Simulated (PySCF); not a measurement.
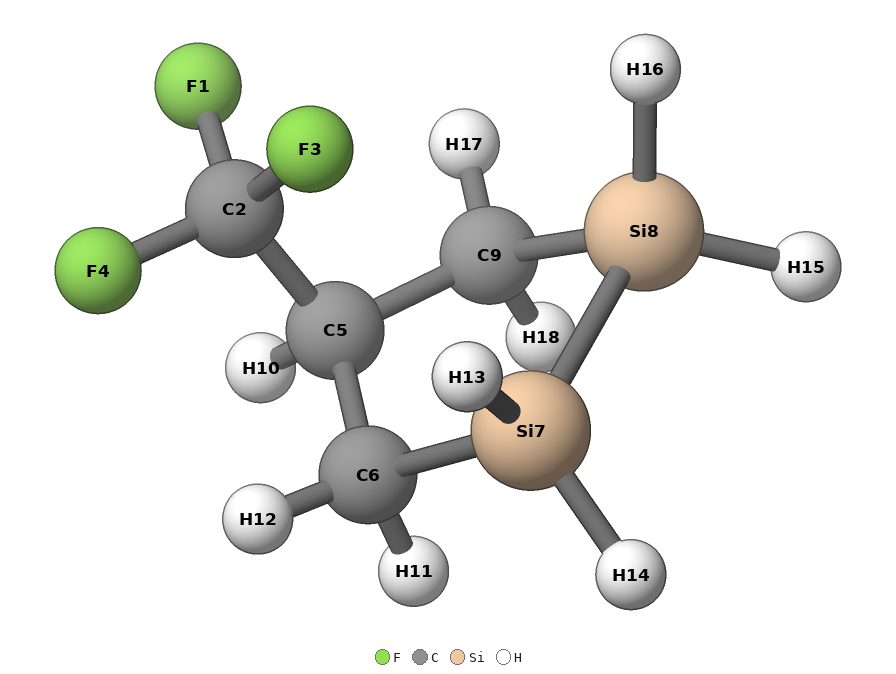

The geometry was computed by an optimisation with PBE0-D3(BJ)/def2-SVP. No frequency run is at hand to confirm it as a minimum. Properties computed with delta-SCF UKS SCAN, pcX-2 on the ionised atom, pcseg-1 elsewhere, spin-free X2C (PySCF 2.14.0).

Give the core-electron binding energies (to vacuum; p and d levels without spin–orbit splitting) of F1 1s, C2 1s, C5 1s, C6 1s, Si7 1s, Si7 2p.

```json
{"atom": "F1", "level": "1s", "binding energy (eV)": "693.8"}
{"atom": "C2", "level": "1s", "binding energy (eV)": "297.9"}
{"atom": "C5", "level": "1s", "binding energy (eV)": "291.5"}
{"atom": "C6", "level": "1s", "binding energy (eV)": "290.4"}
{"atom": "Si7", "level": "1s", "binding energy (eV)": "1846.0"}
{"atom": "Si7", "level": "2p", "binding energy (eV)": "106.5"}
```
